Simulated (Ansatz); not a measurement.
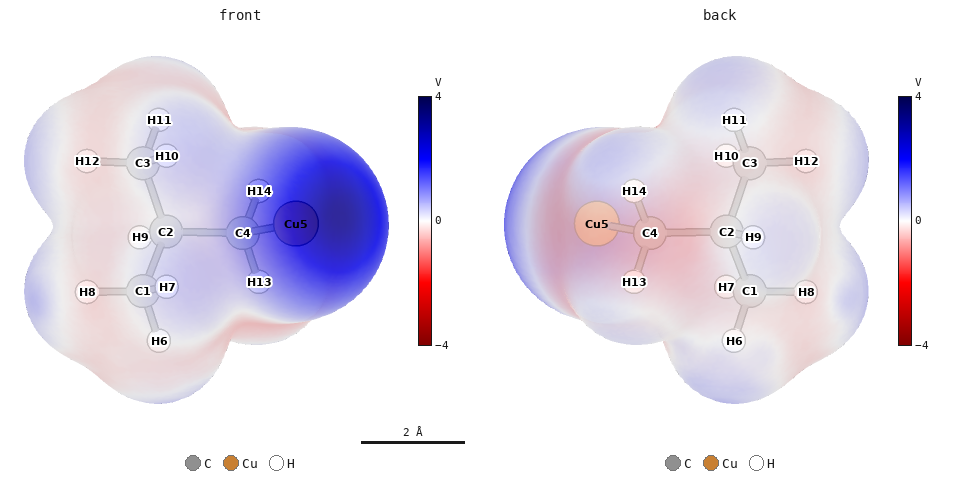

C$_{4}$H$_{9}$Cu (SMILES CC(C)[CH2][Cu]). The electrostatic potential painted on the density surface at 0.002 e/bohr³, seen from the front and from behind; red is negative and blue positive.

Geometry: PBE0-D3(BJ)/def2-SVP.

Level of theory: isolated molecule in a Gaussian basis; Kohn-Sham density functional theory, functional PBE0 in Ansatz 0.2.0.

```tsv
atom	x (Å)	y (Å)	z (Å)
C	-2.4450	0.3603	0.5463
C	-1.3188	0.7288	-0.4110
C	0.0408	0.5087	0.2398
C	-1.4401	0.0068	-1.7439
Cu	-1.3053	-1.8929	-1.5644
H	-3.4332	0.5296	0.0906
H	-2.3820	-0.7108	0.8102
H	-2.3958	0.9437	1.4798
H	-1.4089	1.8170	-0.6151
H	0.1697	-0.5585	0.4951
H	0.8624	0.7865	-0.4389
H	0.1508	1.0954	1.1660
H	-2.4118	0.2060	-2.2280
H	-0.6442	0.3109	-2.4456
```

### Which sites attract a positive test charge, and which a negative one?

A positive charge is drawn to the negative regions and a negative charge to the positive ones. The most negative region (about −0.5 V, or −12 kcal/mol for a unit charge) lies over C4, the most positive (about +3.0 V, or +69 kcal/mol for a unit charge) over Cu5.

### What dipole moment does the calculation give?

Its dipole moment is 1.78 D.
